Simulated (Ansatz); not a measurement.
Ru (hcp, Mg type)

Space group P6₃/mmc (No. 194); a = b = 2.722 Å, c = 4.291 Å, α = β = 90.00°, γ = 120.00°

```tsv
atom	site	symmetry	x	y	z
Ru	2d	-6m2	0.6667	0.3333	0.2500
```

This relaxed cell (volume V₀) is scaled evenly in all directions, its shape held. Symmetry pins the atoms to their sites.

These are PBE (plane waves to 420 eV, PAW, scalar-relativistic; Ansatz, an electronic-structure program) values and carry that method's errors. k mesh 21×21×12 (Γ-centred), Fermi-Dirac smearing 0.05 eV. The energy includes the smearing's −TS. With the shape held, the modulus is that of even scaling; a crystal free to change shape is softer. Ru is run without spin polarisation. Ru was relaxed with its symmetry unable to fall. The zero of ΔE is the relaxed starting cell.

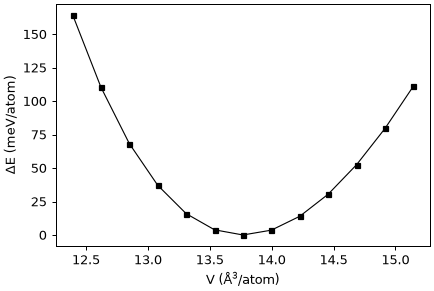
*ΔE (meV/atom) against V (Å³/atom); one marker a computed point.*

The bulk modulus at fixed cell shape B₀ (third-order Birch-Murnaghan fit) comes out as 312 GPa, the pressure at the smallest volume comes out as 42.4 GPa and the energy cost of the largest expansion is 111 meV/atom. The equilibrium volume of the fit is 13.77 Å³/atom. The pressure for 5 % compression (fit) is 18.1 GPa.

Check by three points about V = 13.768 Å³/atom, step 0.459: d²E/dV² ≈ (16 − 2·0 + 14) meV / 0.459² = 0.142 eV/Å⁶, and V·d²E/dV² × 160.2 = 314 GPa.

(A scan under strain: stresses follow from slopes of the energy per volume, elastic moduli from its curvatures.)
